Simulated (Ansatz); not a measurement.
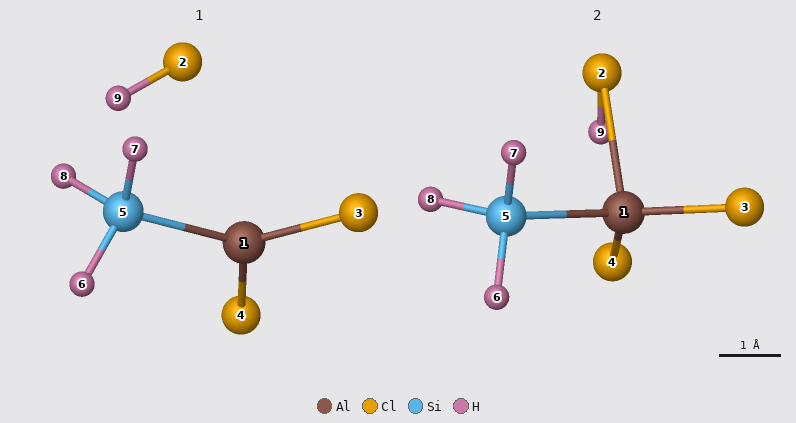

Two geometries of AlSiH$_{4}$Cl$_{3}$, drawn at one scale. One is the start of a relaxation, the other its converged end. Style: ball-and-stick. Shown from a free direction.

Level of theory: RKS PBE/def2-SVP (Ansatz 0.2.0). Settings: no spin polarisation; force threshold 0.03 eV/Å; at most 50 steps.

Which of the two is the end point?

Structure 2 is the relaxed one. The run prepares an end point of a later path (reaction) calculation, from a guessed geometry. The atom that moves furthest after the best rigid fit is H9 (2.01 Å). Largest moves by element: H 2.01 Å, Cl 1.03 Å, Al 0.59 Å, Si 0.42 Å. Near-neighbour distances that change, for instance: Al1–Cl2 3.423 → 2.611 Å, Al1–Si5 2.351 → 2.436 Å, Al1–Cl4 2.116 → 2.194 Å, Si5–H8 1.520 → 1.508 Å. New bonds form, among them: Al1–Cl2 (3.42 → 2.61 Å). Among the angles between lasting bonds that change: Cl3–Al1–Cl4 117.6° → 113.5°, H6–Si5–H8 105.9° → 108.1°, Al1–Si5–H7 112.4° → 110.3°. Groups turn about Al1–Si5 by about 25°. The energy falls by 6.93 kcal/mol in 29 accepted moves (35 points after the start). The largest force component goes from 0.85 to 0.03 eV/Å. The line search rejected the trial steps at points 7, 10, 13, 17, 24, 29 of the run. The forces were under the threshold at step 9, but the run went on from there.
